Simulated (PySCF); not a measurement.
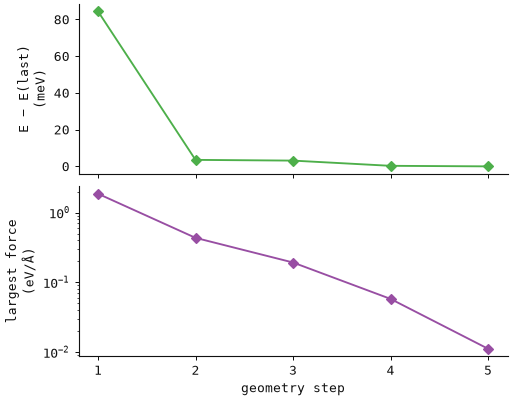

History of a geometry optimisation.

The run: BH2Cl (SMILES BCl), by PBE0-D3(BJ)/def2-SVP, geometry optimisation (PySCF 2.14.0, density fitting).

**How did the optimisation end?**

The optimisation met its thresholds at geometry 5, counting the start as the first. The energy fell by about 84 meV from the first step to the last. The largest force goes from about 1.9 eV/Å at the start to 0.011 eV/Å at the end.
